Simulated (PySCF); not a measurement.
**C5H15AlOSi (AlMe2(OSiMe3)): density, localisation and related maps**

```xyz
23

Al    0.8761    1.3833    1.1055
C     2.7484    1.0501    1.5490
H     3.1704    1.8075    2.2280
H     3.3703    1.0368    0.6373
H     2.8734    0.0620    2.0229
C    -0.1376    2.9613    1.6475
H    -1.1166    2.6785    2.0691
H    -0.3525    3.6005    0.7732
H     0.3863    3.5843    2.3893
O     0.0689    0.2167    0.1638
Si   -0.6448   -0.9558   -0.7617
C    -2.0550   -0.1890   -1.7346
C    -1.3011   -2.3017    0.3708
C     0.6328   -1.6681   -1.9391
H    -2.5683   -0.9390   -2.3578
H    -1.6851    0.6069   -2.4003
H    -2.8005    0.2577   -1.0581
H    -2.0525   -1.8969    1.0671
H    -1.7771   -3.1117   -0.2047
H    -0.4891   -2.7448    0.9689
H     1.0286   -0.8877   -2.6083
H     1.4809   -2.0976   -1.3825
H     0.2014   -2.4638   -2.5672
```

Geometry: PBE0-D3(BJ)/def2-SVP.

Method: CAM-B3LYP/def2-SVPD, SCF density, gas phase in PySCF.

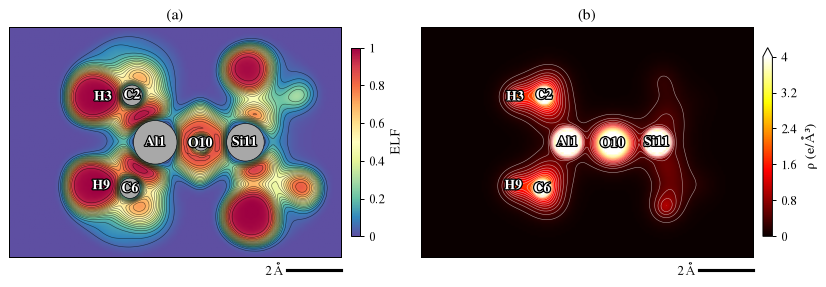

Figure 1. (a) ELF; (b) total electron density on the plane of atoms C2, Al1 and C6. Grey discs cover the atomic cores in the ELF map.

Describe what can be read from this map.

Answer. Atoms in the plane: Al, C, H, O and Si.
Si–O (1.66 Å): ρ is about 1.1 e/Å³ halfway; the ELF peaks at about 0.85 between the atoms; a shared but strongly polarised pair.
Al–O (1.70 Å): ρ at the midpoint is about 0.81 e/Å³; the ELF peaks at about 0.85 in the valence shell of O, 0.6 Å from its nucleus, and is about 0.40 at the midpoint.
C–Al (1.95 Å): the density is about 0.74 e/Å³ at the midpoint; the ELF peaks at about 0.95 between the atoms, as expected for a shared but strongly polarised pair.
C–H (1.10 Å): the density is about 1.8 e/Å³ at the midpoint; the ELF climbs to about 1 towards the hydrogen, as it does in any bond to H (a covalent bond by its length).
The ELF also peaks beside O10, away from the bonds: lone-pair regions.

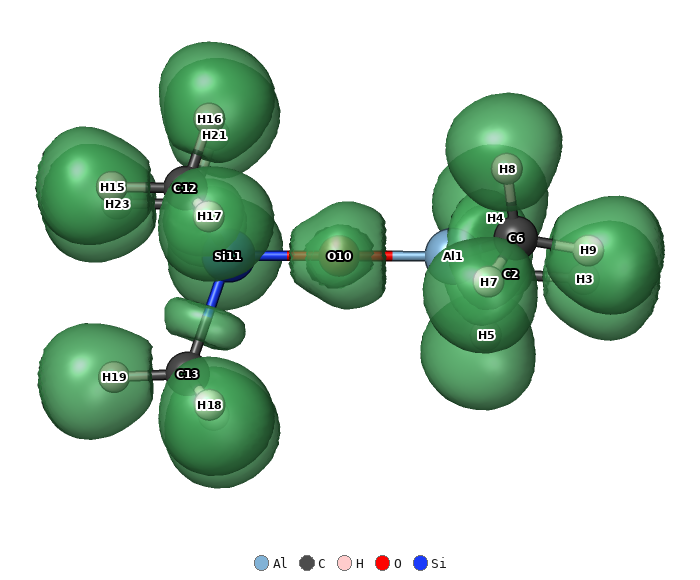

Figure 2. Isosurface of the ELF at 0.8 (green), seen from one side. Only the valence region is drawn (cores and ρ < 0.01 e/Å³ removed).

Where are the electrons localised?

Answer. At this value the surface marks out two regions between bonded Al–C atoms (shared pairs), three regions between bonded C–Si atoms (shared pairs), 15 regions around hydrogen nuclei and one region wrapped around O (its valence shell).

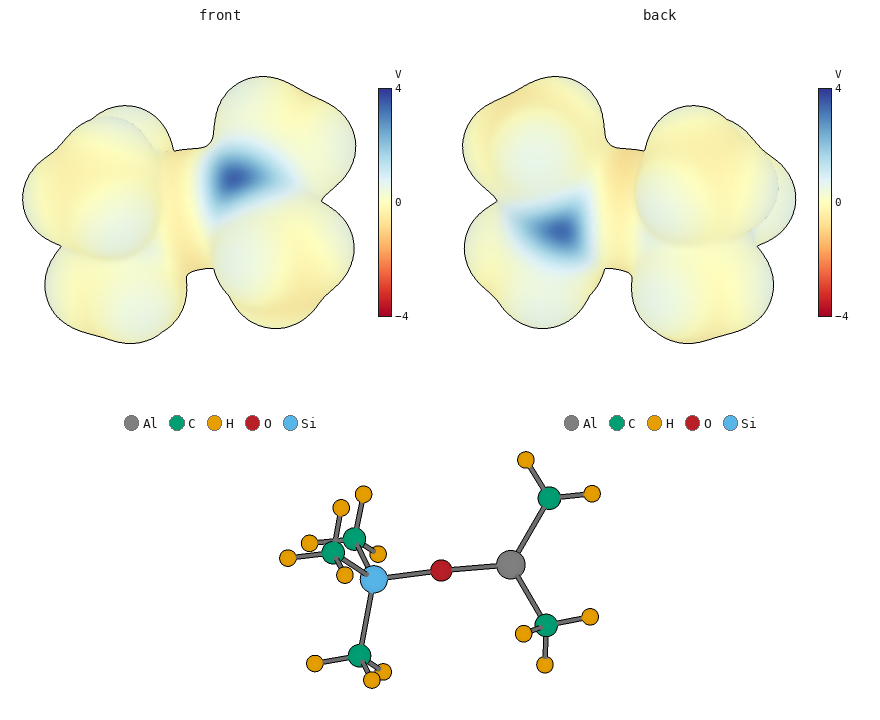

Figure 3. The molecular electrostatic potential painted on the density surface at 0.002 e/bohr³, seen from the front and from behind; red is negative and blue positive. The bare structure is drawn below in the same view.

Where is the surface potential most negative and most positive?

Answer. The most negative region (about −0.6 V) lies over O10, the most positive (about +3.0 V) over Al1.
